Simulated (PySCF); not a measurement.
**AsF5, SMILES `F[As](F)(F)(F)F`: what the electrons do**

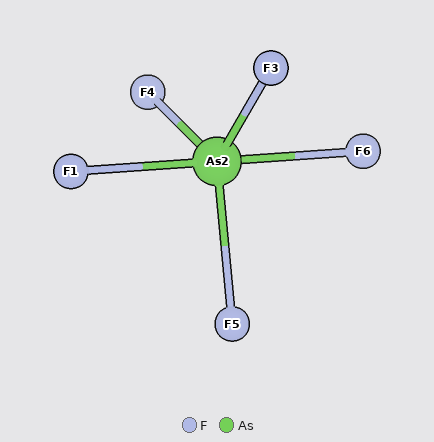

The molecule, with its atoms numbered as below. No frequency check shows the geometry to be a minimum.

Cartesian coordinates (Å):

```
F1      -1.7165    0.0002    0.0009
As2      0.0000   -0.0000   -0.0000
F3       0.0010    0.8632    1.4885
F4      -0.0010    0.8573   -1.4919
F5      -0.0000   -1.7209    0.0034
F6       1.7165    0.0002   -0.0009
```

## 1. Bonding charge

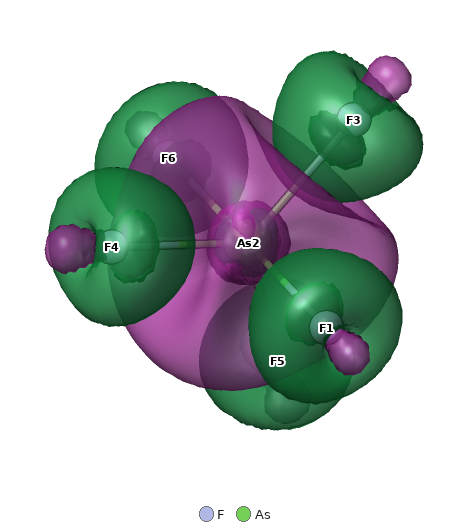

Deformation density (molecule less spherical, spin-averaged free atoms at the same positions), surfaces at ±0.04 e/Å³; green: gain, purple: loss.

Computed with PySCF, PBE0/def2-TZVP, geometry: GFN2-xTB.

Q: Describe the bonding that the map shows.

A: As2–F6 and F1–As2: +0.06 e/Å³ at the bond critical point (bond length 1.72 Å, Mayer order 1.0); up to 0.6 Å beside the axis the gain reaches +0.22 e/Å³. As2–F4, As2–F3 and As2–F5: +0.05 e/Å³ at the bond critical point (bond length 1.72 Å, Mayer order 1.0); up to 0.6 Å beside the axis the gain reaches +0.20 e/Å³. In all, 1.5 electrons gather in the regions of gain relative to the promolecule. A small or negative value marks a very polar bond, one between electron-rich atoms, whose free-atom densities already overlap strongly, a long bond to a heavier atom, or a closed-shell contact such as a hydrogen bond.

Q: Where do the Hirshfeld charges lie?

A: The highest Hirshfeld charge is on As2 (+0.79 e), the lowest on F1 and F6 (−0.18 e).

```json
{"atom": "F1", "charge (e)": "−0.18"}
{"atom": "As2", "charge (e)": "+0.79"}
{"atom": "F3", "charge (e)": "−0.15"}
{"atom": "F4", "charge (e)": "−0.15"}
{"atom": "F5", "charge (e)": "−0.15"}
{"atom": "F6", "charge (e)": "−0.18"}
```

## 2. Bond critical points

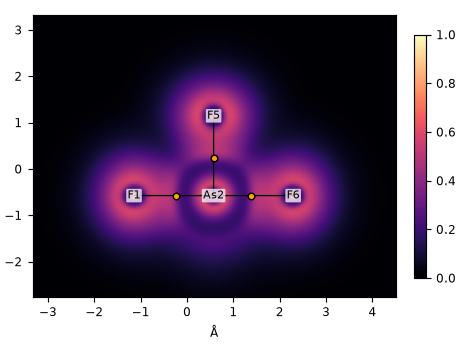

Localised orbital locator (LOL) in the plane of F1, As2, F5 and F6, with bond paths and bond critical points (dots).

Q: What values does LOL take at the bond critical points in this plane?

A: As2–F5: about 0.37; As2–F6 and F1–As2: about 0.37. Values above 0.5 mark slow, localised electrons, as in shared pairs; low values at a critical point mark a polar or closed-shell contact whose critical point lies between the shells.

## 3. Local ionisation energy

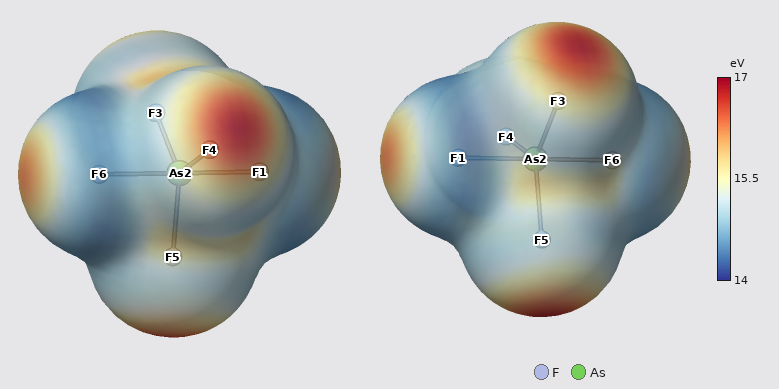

Average local ionisation energy on the surface of electron density 0.001 a.u. (back view left, front view right).

Q: Locate the minima of the map.

A: The lowest value is 14.4 eV, 1.7 Å from F1, and at like points elsewhere. For comparison, the highest occupied orbital lies at −12.4 eV.

## 4. In an electric field

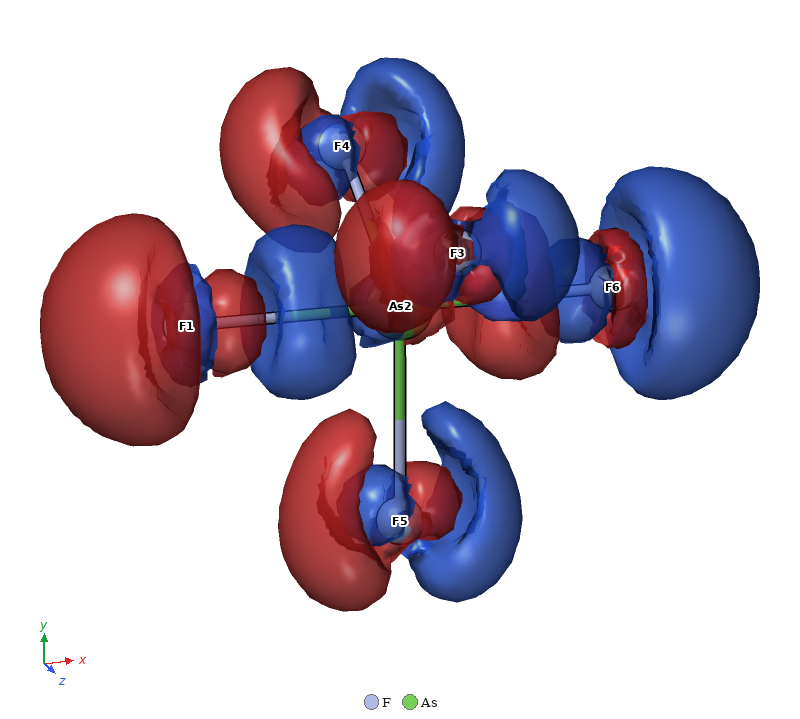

Change of the electron density in a uniform field of 0.21 V/Å, surfaces at ±0.0015 e/Å³ (red: gain, blue: loss).

Method: PBE0/def2-TZVP; geometry: GFN2-xTB; program: PySCF. A basis without diffuse functions makes polarisabilities too small.

Q: Along which Cartesian direction does the field point?

A: Along +x: electrons gather on the −x side, against the field.

Q: How large is the response?

A: The induced dipole is 0.30 D (along the field); α along this axis, from the fields in both directions, is 29 bohr³ (4.3 Å³).

Q: Which atoms gain and lose the most charge?

A: Electrons gather most on F1 (Hirshfeld charge changes by −0.010 e) and leave F6 most (+0.011 e); 0.031 electrons are displaced in all.
